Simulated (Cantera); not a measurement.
A closed system holds: 1 mol Si3N4, a varied amount of CO2, 3.9 mol H2, at 1700 °C and 1.33 mbar.

Equilibrium computed with Cantera from the NASA thermochemical tables; the gas is ideal and each condensed phase is pure. Candidate condensed phases: C, C6H6, C7H8, C8H18, H2O, Si, SiC, SiO2, Si2N2O, Si3N4; 151 gas species. Mutual solubility and eutectic melting of coexisting phases are not modelled. The tables' values for SiN are old estimates; treat these amounts as uncertain. Gases not in the tables: Si2H6 and higher silanes. Rates play no part.

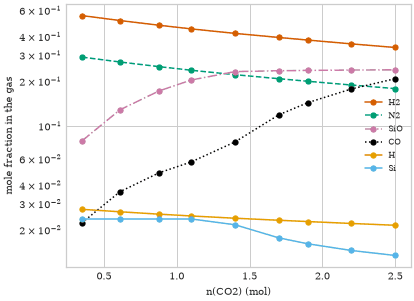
Figure. Equilibrium gas composition (values under 1e-9 drawn at 1e-9)

### Question
Read off the mole fractions at 1.7 mol CO2.

### Answer
H2 about 0.39, SiO about 0.24, N2 about 0.21, CO about 0.12, H about 0.023, Si about 0.018.
